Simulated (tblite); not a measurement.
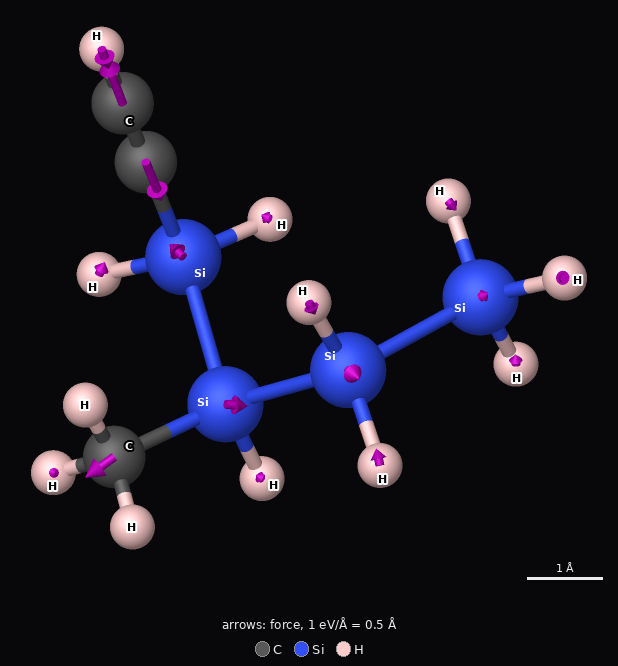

Starting geometry of C$_{3}$H$_{12}$Si$_{4}$ with the computed forces as purple arrows. The picture is a ball-and-stick view, seen face on.

The calculation used GFN2-xTB geometry optimisation, gas phase in tblite. 

Is this structure relaxed? If not, where do the atoms go?

Answer. It isn't relaxed: the largest force vector, on a C atom, is 1.81 eV/Å. The final displacements have little in common with the starting forces (cosine between the two patterns 0.16). Over 72 geometry steps the energy falls by 4.85 kcal/mol. An H atom moves most after the best rigid fit: 0.37 Å. By element the largest moves are H 0.37 Å, Si 0.23 Å, C 0.15 Å. Some distances before and after: C–Si 1.864 → 1.910 Å, Si–Si 2.290 → 2.335 Å, C–Si 1.875 → 1.852 Å, C–H 1.075 → 1.053 Å. Bond angles that change, for instance: Si–Si–H 109.7° → 117.0°, Si–Si–Si 108.2° → 115.2°, C–Si–H 110.0° → 105.4°.
